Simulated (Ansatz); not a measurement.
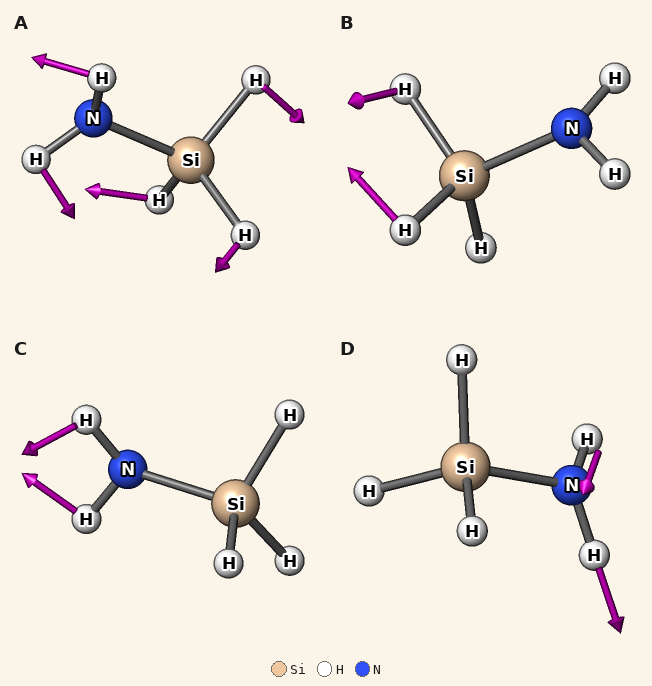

4 normal modes of one molecule or complex, as arrows. Harmonic vibrations computed with RKS PBE0-D4/def2-TZVP (Ansatz 0.2.0) at a stationary point of the same level.

**Match the panels to the wavenumbers 625 cm⁻¹, 924 cm⁻¹, 1585 cm⁻¹, 3695 cm⁻¹.**

A: 625 cm⁻¹, angle bending
B: 924 cm⁻¹, H–Si–H bending
C: 1585 cm⁻¹, angle bending
D: 3695 cm⁻¹, out-of-phase stretching of 2 N–H bonds
